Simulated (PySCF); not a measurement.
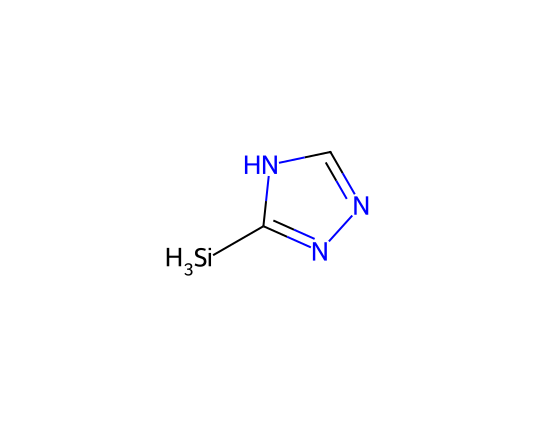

The picture comes from a calculation with PySCF.

> Transcribe the drawing into SMILES.

[SiH3]c1nnc[nH]1

> Give the formula, hydrogens included.

C2H5N3Si.

> An optimisation with GFN2-xTB gave a structure of which point group?

C1.
